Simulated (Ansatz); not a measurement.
# SOF2 (thionyl fluoride) at r2SCAN/aug-cc-pVDZ

Aim: the electronic atomisation energy of SOF2 (thionyl fluoride) at r2SCAN/aug-cc-pVDZ, from 4 runs. 

The results are computed with Ansatz 0.2.0.

52 further runs of the same task are left out: 52 set aside as unsound or not needed.

**1. The system as given**

SOF2: 4 atoms, total charge 0, spin state singlet. SMILES: `O=S(F)F`. Geometry: relaxed at PBE0-D4/def2-TZVP.

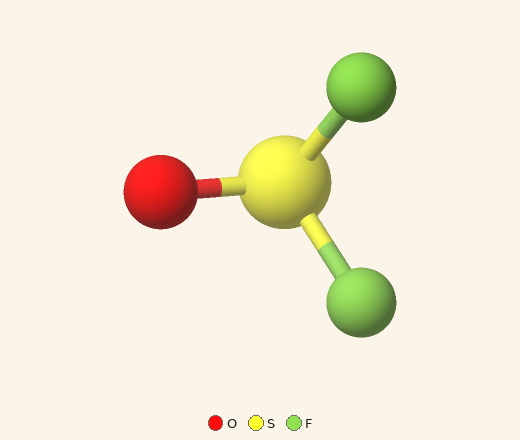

The structure, seen from a chosen angle (oxygen red, sulfur yellow, fluorine green).

**2. The energy at r2SCAN/aug-cc-pVDZ**

job.yaml reads:

```yaml
crystal:
  periodic: [false, false, false]
  atoms:
    - {symbol: O, position_ang: [0.932400, 0.066600, -1.017800]}
    - {symbol: S, position_ang: [-0.151300, -0.426200, -0.245700]}
    - {symbol: F, position_ang: [-1.124400, 0.804200, 0.000400]}
    - {symbol: F, position_ang: [0.343300, -0.444600, 1.263100]}
basis:
  gaussian: {orbitals: aug-cc-pVDZ}
hamiltonian: {xc: r2scan}
accuracy: high
output: {orbitals: {seedname: orbitals}}
```

Command:

```console
$ ansatz run job.yaml --threads 1 --pin off --max-ram 3480MiB --events-out events.jsonl --progress --plain --runs-dir runs
```

The log of the run:

```text
Warning: RAYON_NUM_THREADS=1 ignored (pool sized by the plan → 1); use --threads N
Functional definition: r2SCAN
  name "r2SCAN"
  parameter k0 = 0.174
  parameter k1 = 0.065
  parameter a1 = 4.9479
  exchange = r2scan_x(k0 = k0, k1 = k1, a1 = a1)
  correlation = r2scan_c
1941 factors; integrals over basis functions are off by at most 3.2e-9 eV
mean field evaluation 1: about -18304.5321 eV, gradient 6.7e1 eV
mean field evaluation 2: about -18246.1640 eV, gradient 1.7e2 eV
mean field evaluation 4: about -18311.8621 eV, gradient 1.3e1 eV
mean field evaluation 8: about -18312.1390 eV, gradient 5.6e-1 eV
mean field evaluation 16: about -18312.1396 eV, gradient 7.7e-5 eV
mean field -18312.13959545 eV, -672.9587177188 hartree, gradient 3.6e-8 eV, S^2 0.000000; 0 other end points of the search recorded, 0 dependent functions left out
reference -18312.13959640 eV, -672.9587177536 hartree; 21, 21 occupied and 75, 75 virtual orbitals, 1941 factors
Total energy: -18312.13959640 eV, -672.9587177536 hartree
```

Run time: 7.2 s. Hardware: 1 thread of Intel Xeon Platinum 8488C (Sapphire Rapids), shared host; peak memory 0.29 GiB.

**3. The F atom, same level**

molecule.yaml reads:

```yaml
basis:
  gaussian: {orbitals: aug-cc-pVDZ}
crystal:
  periodic: [false, false, false]
  atoms:
    - {symbol: F, position_ang: [0.000000, 0.000000, 0.000000]}
magnetization: {spin_polarized: true, initial_magnetization: 1}
hamiltonian: {xc: {name: r2SCAN}}
accuracy: high
```

Run the same way, it converges to -99.69644 Eh (log not shown).

**4. The O atom, same level**

in.yaml reads:

```yaml
crystal:
  periodic: [false, false, false]
  atoms:
    - symbol: O
      position_ang: [0.000000, 0.000000, 0.000000]
basis:
  gaussian: {orbitals: aug-cc-pVDZ}
magnetization: {spin_polarized: true, initial_magnetization: 2}
hamiltonian: {xc: r2scan}
accuracy: high
```

Run the same way, it converges to -75.03927 Eh (log not shown).

**5. The S atom**

input.yaml reads:

```yaml
basis:
  gaussian:
    orbitals: aug-cc-pVDZ
crystal:
  periodic: [false, false, false]
  atoms:
    - {symbol: S, position_ang: [0.000000, 0.000000, 0.000000]}
magnetization:
  spin_polarized: true
  initial_magnetization: 2
hamiltonian:
  xc: {name: r2SCAN}
accuracy: high
```

Run the same way, it converges to -398.07900 Eh (log not shown).

**6. What came out**

Level: r2SCAN/aug-cc-pVDZ.

| quantity | value |
| --- | --- |
| molecule: total energy | -672.95872 Eh |
| molecule: HOMO energy | -8.49 eV |
| molecule: LUMO energy | -2.11 eV |
| molecule: HOMO–LUMO gap | 6.38 eV |
| F atom: total energy | -99.69644 Eh |
| F atom: ⟨S²⟩ | 0.752 |
| O atom: total energy | -75.03927 Eh |
| O atom: ⟨S²⟩ | 2.005 |
| S atom: total energy | -398.07900 Eh |
| S atom: ⟨S²⟩ | 2.006 |
| electronic atomisation energy | 12.179 eV |

What this shows: Taking the molecule apart into free atoms costs 12.18 eV (1175 kJ/mol), before zero-point energy and without spin-orbit coupling.
